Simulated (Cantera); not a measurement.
Feed: 1 mol Hg, a varied amount of H₂, equilibrated at 848.15 K and 0.133 bar.

These are equilibrium values from Cantera (NASA tables, ideal gas, pure condensed phases), not measurements of a reactor. Candidate condensed phases: Hg; 3 gas species. The numbers say what is thermodynamically allowed, not how fast it happens.

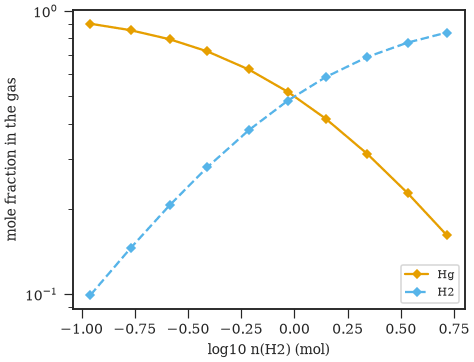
Equilibrium gas composition (values under 1e-9 drawn at 1e-9)

From 0.11 mol H₂ to 5.2 mol H₂ nothing is condensed. The main Hg-bearing gas is Hg throughout.
